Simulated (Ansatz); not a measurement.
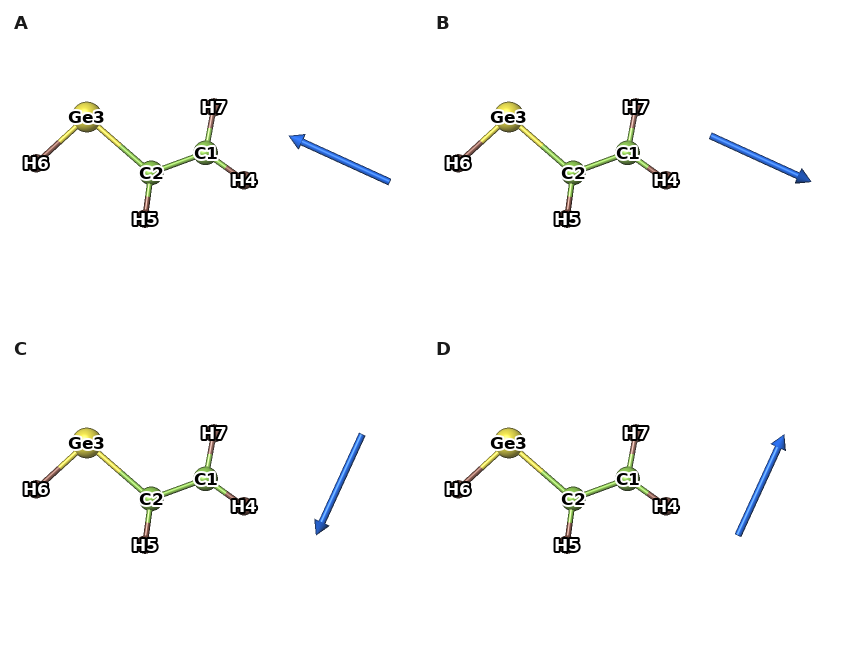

The same molecule four times, each with an arrow. The computed structure is the end point of a PBE0-D4/def2-TZVP optimisation. No frequency run is at hand to confirm it as a minimum. Properties computed with RKS PBE0-D4/def2-TZVP (Ansatz 0.2.0).

**Which arrow points along the dipole moment, from the negative to the positive end?**

B. The dipole moment is 1.28 D; it points from the side of H6 to the side of H4 (the outermost atoms at the two ends).
